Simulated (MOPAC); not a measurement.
# Frequency calculation, with input and output: CH2FNOSn (part 1 of 2)

The run: frequency calculation of CH2FNOSn, SMILES O=C=[N][SnH2][F]. Method and program: PM6-D3, closed shell, dispersion D3 (MOPAC 23.2.5).

The geometry was optimised with PM6-D3.

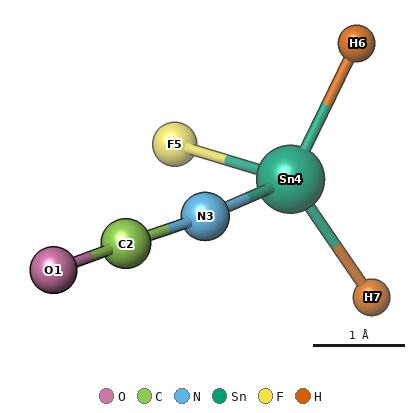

Fig. 1: The structure as given in the input (ball-and-stick view, seen at a tilt; atoms are numbered from 1 in the order of the input). Sticks mark near contacts. Bond lengths as drawn: C–N 1.23 Å, C–O 1.17 Å, F–Sn 2.02 Å, H–Sn 1.69 Å and N–Sn 1.55 Å.

## Input (ch2fnosn.mop)
```
FORCE THERMO PM6-D3 THREADS=1 AUX(PRECISION=6)
job CH2FNOSn

O     -0.223904 +1    -2.933961 +1    -0.616765 +1
C     -0.097912 +1    -1.809459 +1    -0.312466 +1
N      0.062889 +1    -0.645473 +1     0.049327 +1
Sn     0.148914 +1     0.878213 +1     0.330799 +1
F     -0.891872 +1     1.691045 +1    -1.196648 +1
H     -0.754383 +1     1.330326 +1     1.679698 +1
H      1.701542 +1     1.486612 +1     0.087721 +1
```

Run on 1 thread of AMD EPYC (Zen 5), 128 GiB of memory available, shared host.

Launch command:
```bash
mopac ch2fnosn.mop
```

## The program's output
```
MOPAC v23.2.5
PM6-D3 CALCULATION RESULTS

 *  PM6-D3     - CORRECT DISPERSION USING D3 METHOD
 *  FORCE      - FORCE CALCULATION SPECIFIED
 *  THREADS=1  - MULTI-THREADING NOT USED
 *  AUX        - OUTPUT AUXILIARY INFORMATION
 *  THERMO     - THERMODYNAMIC QUANTITIES TO BE CALCULATED
FORCE THERMO PM6-D3 THREADS=1 AUX(PRECISION=6)
 job CH2FNOSn

   ATOM   CHEMICAL          X               Y               Z
  NUMBER   SYMBOL      (ANGSTROMS)     (ANGSTROMS)     (ANGSTROMS)

     1       O         -0.22390400  *  -2.93396100  *  -0.61676500  *
     2       C         -0.09791200  *  -1.80945900  *  -0.31246600  *
     3       N          0.06288900  *  -0.64547300  *   0.04932700  *
     4      Sn          0.14891400  *   0.87821300  *   0.33079900  *
     5       F         -0.89187200  *   1.69104500  *  -1.19664800  *
     6       H         -0.75438300  *   1.33032600  *   1.67969800  *
     7       H          1.70154200  *   1.48661200  *   0.08772100  *

          CARTESIAN COORDINATES

    NO.       ATOM           X           Y           Z

     1         O         -0.2239     -2.9340     -0.6168
     2         C         -0.0979     -1.8095     -0.3125
     3         N          0.0629     -0.6455      0.0493
     4        Sn          0.1489      0.8782      0.3308
     5         F         -0.8919      1.6910     -1.1966
     6         H         -0.7544      1.3303      1.6797
     7         H          1.7015      1.4866      0.0877

           Empirical Formula: C H2 N O Sn F  =     7 atoms

      MOLECULAR POINT GROUP   :   Cs

      RHF CALCULATION, NO. OF DOUBLY OCCUPIED LEVELS = 14

          HEAT OF FORMATION =     -90.263989 KCALS/MOLE

          CARTESIAN COORDINATE DERIVATIVES

   NUMBER  ATOM         X            Y            Z

     1       O      0.010669    -0.003803     0.005033
     2       C     -0.024052    -0.005365    -0.009866
     3       N      0.009988     0.008521    -0.009248
     4      Sn      0.000369    -0.003014    -0.004376
     5       F     -0.006937     0.000244     0.014991
     6       H     -0.004660     0.012024     0.009753
     7       H      0.014622    -0.008606    -0.006287

 DIPOLE           X         Y         Z       TOTAL
 POINT-CHG.     2.017     5.111    -0.005     5.495
 HYBRID        -1.455    -0.691     0.001     1.611
 SUM            0.563     4.420    -0.004     4.455

          GRADIENT NORM =   0.04479

          MOLECULAR WEIGHT =  181.72

          ROTATIONAL CONSTANTS IN CM(-1)

          A =    0.24624097   B =    0.05264846   C =    0.04436289

           PRINCIPAL MOMENTS OF INERTIA IN UNITS OF 10**(-40)*GRAM-CM**2

          A =      113.6803   B =      531.6918   C =      630.9947

          ORIENTATION OF MOLECULE IN FORCE CALCULATION

    NO.       ATOM         X         Y         Z

     1          O      -3.3310    0.2738   -0.0004
     2          C      -2.1593    0.2738   -0.0004
     3          N      -0.9310    0.3274   -0.0004
     4         Sn       0.6136    0.1776   -0.0002
     5          F       0.8851   -1.8232    0.0019
     6          H       1.3007    0.6456   -1.4661
     7          H       1.3013    0.6473    1.4649

    FIRST DERIVATIVES WILL BE USED IN THE CALCULATION OF SECOND DERIVATIVES

          ESTIMATED TIME TO COMPLETE CALCULATION =        0.33 SECONDS

    FOR POINT-GROUP Cs   THERE ARE   2 UNIQUE SYMMETRY FUNCTIONS.

 STEP:   1 TIME =     0.00 SECS, INTEGRAL =      0.00 TIME LEFT: 172800.00
 STEP:   2 TIME =     0.01 SECS, INTEGRAL =      0.01 TIME LEFT: 172799.99
 STEP:   3 TIME =     0.00 SECS, INTEGRAL =      0.01 TIME LEFT: 172799.99
 STEP:   4 TIME =     0.00 SECS, INTEGRAL =      0.01 TIME LEFT: 172799.99
 STEP:   5 TIME =     0.00 SECS, INTEGRAL =      0.01 TIME LEFT: 172799.99
 STEP:   6 TIME =     0.00 SECS, INTEGRAL =      0.01 TIME LEFT: 172799.99
 STEP:   7 TIME =     0.01 SECS, INTEGRAL =      0.02 TIME LEFT: 172799.98
 STEP:   8 TIME =     0.00 SECS, INTEGRAL =      0.02 TIME LEFT: 172799.98
 STEP:   9 TIME =     0.01 SECS, INTEGRAL =      0.02 TIME LEFT: 172799.98
 STEP:  10 TIME =     0.00 SECS, INTEGRAL =      0.02 TIME LEFT: 172799.98
 STEP:  11 TIME =     0.00 SECS, INTEGRAL =      0.02 TIME LEFT: 172799.98
 STEP:  12 TIME =     0.00 SECS, INTEGRAL =      0.02 TIME LEFT: 172799.98
 STEP:  13 TIME =     0.00 SECS, INTEGRAL =      0.02 TIME LEFT: 172799.98
 STEP:  14 TIME =     0.01 SECS, INTEGRAL =      0.03 TIME LEFT: 172799.97
 STEP:  15 TIME =     0.00 SECS, INTEGRAL =      0.03 TIME LEFT: 172799.97
 STEP:  16 TIME =     0.00 SECS, INTEGRAL =      0.03 TIME LEFT: 172799.97
 STEP:  17 TIME =     0.00 SECS, INTEGRAL =      0.03 TIME LEFT: 172799.97
 STEP:  18 TIME =     0.00 SECS, INTEGRAL =      0.03 TIME LEFT: 172799.97
 STEP:  19                       INTEGRAL =      0.03 TIME LEFT: 172799.97
 STEP:  20                       INTEGRAL =      0.03 TIME LEFT: 172799.97
 STEP:  21                       INTEGRAL =      0.03 TIME LEFT: 172799.97

(To convert to Hartree/Bohr^2, multiply by (10^(-21) x N x a0^2)/(4.184 x 627.51) =  0.0642)

           FORCE MATRIX IN MILLIDYNES/ANGSTROM

                  O  1       C  2       N  3      Sn  4       F  5       H  6
 ------------------------------------------------------------------------------
     O    1  15.619165
     C    2  13.742120  27.200928
     N    3   2.170824  11.725018  20.318354
    Sn    4   0.333791   1.875914   6.129457  11.899001
     F    5   0.080441   0.215659   0.408485   2.789718   3.116300
     H    6   0.028559   0.046434   0.220261   3.520617   0.136345   3.675217
     H    7   0.028534   0.047063   0.218926   3.520933   0.136329   0.121308

                  H  7
 ------------------
     H    7   3.675217

          HEAT OF FORMATION =     -90.263989 KCALS/MOLE

          ZERO POINT ENERGY      19.970 KCAL/MOL

           NORMAL COORDINATE ANALYSIS (Total motion = 1 Angstrom)

   Root No.       1         2         3         4         5         6         7         8

                 1 A'      1 A"      2 A'      2 A"      3 A"      4 A"      3 A'      4 A'

                  90.3     181.0     267.1     445.6     513.4     527.4     552.6     560.8

           1   -0.0486    0.0000    0.0142    0.0000    0.0000   -0.0000   -0.0522    0.1103
           2    0.2196   -0.0001   -0.1372   -0.0000   -0.0001    0.0000   -0.0622    0.0855
           3   -0.0002   -0.1186    0.0001   -0.0169   -0.0598    0.0329    0.0001   -0.0001
           4   -0.0480   -0.0000    0.0115   -0.0000   -0.0000    0.0000   -0.0410    0.0919
           5    0.0504    0.0001    0.1698    0.0000    0.0002   -0.0001    0.1759   -0.2505
           6   -0.0001    0.0625   -0.0002    0.0385    0.1606   -0.0995   -0.0002    0.0003
           7   -0.0427   -0.0000    0.0101   -0.0000    0.0000   -0.0000   -0.0267    0.0559
           8   -0.1007    0.0002    0.3065    0.0000   -0.0000    0.0001   -0.0864    0.1323
           9    0.0001    0.2057   -0.0003    0.0215   -0.0302    0.1103    0.0001   -0.0001
          10   -0.0360    0.0000   -0.0213    0.0000    0.0000    0.0000    0.0213   -0.0268
          11   -0.0282   -0.0000   -0.0308   -0.0000   -0.0000   -0.0000   -0.0334   -0.0380
          12    0.0000   -0.0121    0.0000   -0.0128   -0.0039   -0.0092    0.0000    0.0000
          13    0.3378   -0.0000    0.1036    0.0000    0.0000    0.0000   -0.0378   -0.0244
          14    0.0283   -0.0000   -0.0129    0.0000   -0.0000   -0.0000    0.1929    0.2175
          15   -0.0000    0.0002    0.0000    0.0364   -0.0127   -0.0016   -0.0002   -0.0002
          16   -0.0940   -0.2532    0.0257    0.0908    0.2976    0.3345   -0.0526   -0.0022
          17    0.0482   -0.0573   -0.1187    0.3954   -0.1988   -0.1148    0.1955    0.0810
          18   -0.0039   -0.1513   -0.0076    0.1622    0.0781    0.1195    0.0368    0.0443
          19   -0.0940    0.2532    0.0257   -0.0908   -0.2976   -0.3345   -0.0526   -0.0022
          20    0.0482    0.0570   -0.1187   -0.3951    0.1990    0.1150    0.1955    0.0809
          21    0.0038   -0.1514    0.0079    0.1631    0.0777    0.1193   -0.0372   -0.0445

   Root No.       9        10        11        12        13        14        15

                 5 A'      6 A'      7 A'      8 A'      9 A'     10 A'      5 A"

                 610.0     653.6     728.1    1546.8    2304.1    2485.7    2502.5

           1    0.2363   -0.0006   -0.0103   -0.3302   -0.1760    0.0019    0.0000
           2   -0.0489    0.0028    0.0003   -0.0005    0.0002    0.0000    0.0000
           3    0.0001   -0.0000   -0.0000   -0.0000   -0.0000   -0.0000    0.0000
           4    0.1876   -0.0001   -0.0088    0.0932    0.4766   -0.0065    0.0000
           5    0.1626   -0.0103   -0.0006   -0.0134    0.0070   -0.0001    0.0000
           6   -0.0002    0.0000   -0.0000    0.0000    0.0000   -0.0000   -0.0004
           7    0.1357   -0.0010   -0.0035    0.4723   -0.2201    0.0056    0.0000
           8   -0.1500    0.0292   -0.0030   -0.0043   -0.0023    0.0002   -0.0000
           9    0.0002   -0.0000    0.0000    0.0000   -0.0000   -0.0000   -0.0010
          10   -0.0660    0.0028   -0.0050   -0.0200    0.0015    0.0032    0.0000
          11    0.0095   -0.0034   -0.0006    0.0010    0.0004    0.0022   -0.0000
          12   -0.0000    0.0000   -0.0000   -0.0000   -0.0000   -0.0000   -0.0070
          13   -0.0029   -0.0014    0.0045   -0.0013    0.0011    0.0000   -0.0000
          14   -0.0205   -0.0413   -0.0043    0.0046   -0.0032    0.0005   -0.0000
          15    0.0000    0.0000    0.0000   -0.0000    0.0000    0.0000   -0.0003
          16   -0.0234   -0.1428    0.4122   -0.0281   -0.0133   -0.2023   -0.2101
          17    0.0987    0.4277    0.1004    0.0113   -0.0192   -0.1346   -0.1393
          18    0.0434    0.0675    0.2296   -0.0250    0.0565    0.4264    0.4267
          19   -0.0234   -0.1428    0.4123   -0.0281   -0.0132   -0.2023    0.2101
          20    0.0986    0.4275    0.1000    0.0113   -0.0193   -0.1355    0.1402
          21   -0.0436   -0.0684   -0.2298    0.0250   -0.0565   -0.4262    0.4264

           MASS-WEIGHTED COORDINATE ANALYSIS (NORMAL COORDINATES)

   Root No.       1         2         3         4         5         6         7         8

                 1 A'      1 A"      2 A'      2 A"      3 A"      4 A"      3 A'      4 A'

                  90.3     181.0     267.1     445.6     513.4     527.4     552.6     560.8

           1   -0.1041    0.0000    0.0368    0.0000    0.0000   -0.0000   -0.1643    0.2715
           2    0.4703   -0.0005   -0.3564   -0.0001   -0.0003    0.0002   -0.1957    0.2106
           3   -0.0005   -0.4601    0.0004   -0.0998   -0.2956    0.1700    0.0002   -0.0002
           4   -0.0890   -0.0000    0.0260   -0.0000   -0.0000    0.0000   -0.1117    0.1960
           5    0.0936    0.0002    0.3821    0.0002    0.0007   -0.0005    0.4792   -0.5345
           6   -0.0001    0.2099   -0.0004    0.1970    0.6877   -0.4463   -0.0005    0.0006
           7   -0.0855   -0.0000    0.0246   -0.0000    0.0000   -0.0000   -0.0785    0.1288
           8   -0.2017    0.0008    0.7446    0.0001   -0.0001    0.0006   -0.2541    0.3049
           9    0.0002    0.7463   -0.0008    0.1191   -0.1394    0.5341    0.0003   -0.0003
          10   -0.2102    0.0000   -0.1505    0.0000    0.0000    0.0000    0.1823   -0.1799
          11   -0.1643   -0.0001   -0.2177   -0.0002   -0.0000   -0.0001   -0.2862   -0.2547
          12    0.0002   -0.1275    0.0002   -0.2053   -0.0527   -0.1290    0.0003    0.0003
          13    0.7883   -0.0000    0.2931    0.0000    0.0000    0.0000   -0.1296   -0.0654
          14    0.0659   -0.0000   -0.0365    0.0003   -0.0001   -0.0000    0.6611    0.5834
          15   -0.0000    0.0010    0.0001    0.2346   -0.0685   -0.0088   -0.0007   -0.0006
          16   -0.0505   -0.2464    0.0167    0.1346    0.3691    0.4343   -0.0415   -0.0013
          17    0.0259   -0.0557   -0.0774    0.5864   -0.2465   -0.1490    0.1543    0.0500
          18   -0.0021   -0.1473   -0.0050    0.2406    0.0969    0.1552    0.0290    0.0274
          19   -0.0505    0.2464    0.0167   -0.1346   -0.3691   -0.4344   -0.0415   -0.0013
          20    0.0259    0.0554   -0.0774   -0.5859    0.2467    0.1494    0.1543    0.0500
          21    0.0020   -0.1474    0.0051    0.2418    0.0964    0.1549   -0.0294   -0.0275

   Root No.       9        10        11        12        13        14        15

                 5 A'      6 A'      7 A'      8 A'      9 A'     10 A'      5 A"

                 610.0     653.6     728.1    1546.8    2304.1    2485.7    2502.5

           1    0.5643   -0.0032   -0.0597   -0.5891   -0.3560    0.0106    0.0000
           2   -0.1169    0.0164    0.0015   -0.0010    0.0003    0.0000    0.0000
           3    0.0001   -0.0000   -0.0000   -0.0000   -0.0000   -0.0000    0.0003
           4    0.3882   -0.0005   -0.0444    0.1441    0.8352   -0.0322    0.0000
           5    0.3363   -0.0523   -0.0031   -0.0207    0.0122   -0.0005    0.0000
           6   -0.0003    0.0001   -0.0000    0.0000    0.0000   -0.0000   -0.0019
           7    0.3032   -0.0053   -0.0192    0.7884   -0.4165    0.0303    0.0000
           8   -0.3352    0.1600   -0.0162   -0.0072   -0.0043    0.0010   -0.0000
           9    0.0004   -0.0002    0.0000    0.0000   -0.0000   -0.0000   -0.0053
          10   -0.4293    0.0453   -0.0793   -0.0971    0.0083    0.0494    0.0000
          11    0.0616   -0.0547   -0.0100    0.0049    0.0020    0.0344   -0.0001
          12   -0.0001    0.0001   -0.0000   -0.0000   -0.0000   -0.0001   -0.1084
          13   -0.0074   -0.0086    0.0284   -0.0025    0.0025    0.0002   -0.0000
          14   -0.0535   -0.2635   -0.0273    0.0089   -0.0070    0.0028   -0.0000
          15    0.0001    0.0003    0.0001   -0.0000    0.0000    0.0001   -0.0020
          16   -0.0140   -0.2097    0.5999   -0.0126   -0.0067   -0.2907   -0.2980
          17    0.0592    0.6282    0.1461    0.0051   -0.0097   -0.1934   -0.1976
          18    0.0260    0.0991    0.3342   -0.0112    0.0287    0.6126    0.6052
          19   -0.0140   -0.2097    0.5999   -0.0126   -0.0067   -0.2906    0.2979
          20    0.0591    0.6280    0.1455    0.0051   -0.0098   -0.1946    0.1989
          21   -0.0262   -0.1004   -0.3344    0.0112   -0.0287   -0.6122    0.6048

          DESCRIPTION OF VIBRATIONS

 VIBRATION          1    1A'         ATOM PAIR     ENERGY CONTRIBUTION    RADIAL
 FREQUENCY            90.34         C 2 -- Sn4         +24.8% (209.3%)     15.5%
 TRANSITION DIPOLE   1.0449         C 2 -- N 3         +24.2% (207.1%)      0.1%
 TRAVEL (Ang.)       0.2890         N 3 -- Sn4         +15.1% (163.7%)     96.2%
 REDUCED MASS        8.9354         O 1 -- C 2         +13.2% (152.9%)      0.2%
 EFFECTIVE MASS     84.9042         Sn4 -- F 5         +12.2% (146.9%)      0.8%
 FORCE CONSTANT      0.0430

 VIBRATION          2    1A"         ATOM PAIR     ENERGY CONTRIBUTION    RADIAL
 FREQUENCY           180.96         N 3 -- Sn4         +30.8% (140.3%)      0.0%
 TRANSITION DIPOLE   0.0631         C 2 -- N 3         +19.9% (112.8%)      0.0%
 TRAVEL (Ang.)       0.2695         O 1 -- C 2         +15.6% ( 99.8%)      0.0%
 REDUCED MASS        5.1313         Sn4 -- H 7         +14.2% ( 95.3%)     15.2%
 EFFECTIVE MASS     25.7732         Sn4 -- H 6         +14.2% ( 95.3%)     15.2%
 FORCE CONSTANT      0.0990

 VIBRATION          3    2A'         ATOM PAIR     ENERGY CONTRIBUTION    RADIAL
 FREQUENCY           267.05         N 3 -- Sn4         +35.1% (112.6%)      0.7%
 TRANSITION DIPOLE   1.0269         O 1 -- C 2         +24.6% ( 94.4%)      0.0%
 TRAVEL (Ang.)       0.2130         C 2 -- N 3         +17.4% ( 79.5%)      0.2%
 REDUCED MASS        5.5648         C 2 -- Sn4         +15.7% ( 75.3%)      6.2%
 EFFECTIVE MASS     23.8016
 FORCE CONSTANT      0.2338

 VIBRATION          4    2A"         ATOM PAIR     ENERGY CONTRIBUTION    RADIAL
 FREQUENCY           445.59         Sn4 -- H 6         +43.9% ( 83.2%)      5.2%
 TRANSITION DIPOLE   0.4967         Sn4 -- H 7         +43.9% ( 83.2%)      5.2%
 TRAVEL (Ang.)       0.4839         C 2 -- Sn4          +3.6% ( 23.7%)      0.0%
 REDUCED MASS        0.6462         O 1 -- C 2          +3.5% ( 23.5%)      0.0%
 EFFECTIVE MASS      4.9886
 FORCE CONSTANT      0.0756

 VIBRATION          5    3A"         ATOM PAIR     ENERGY CONTRIBUTION    RADIAL
 FREQUENCY           513.41         O 1 -- C 2         +26.7% ( 69.2%)      0.0%
 TRANSITION DIPOLE   0.3896         C 2 -- N 3         +22.7% ( 63.8%)      0.0%
 TRAVEL (Ang.)       0.2128         C 2 -- Sn4         +19.0% ( 58.4%)      0.0%
 REDUCED MASS        2.9006         Sn4 -- H 7         +15.5% ( 52.7%)      1.0%
 EFFECTIVE MASS      7.7740         Sn4 -- H 6         +15.5% ( 52.7%)      1.1%
 FORCE CONSTANT      0.4505
```
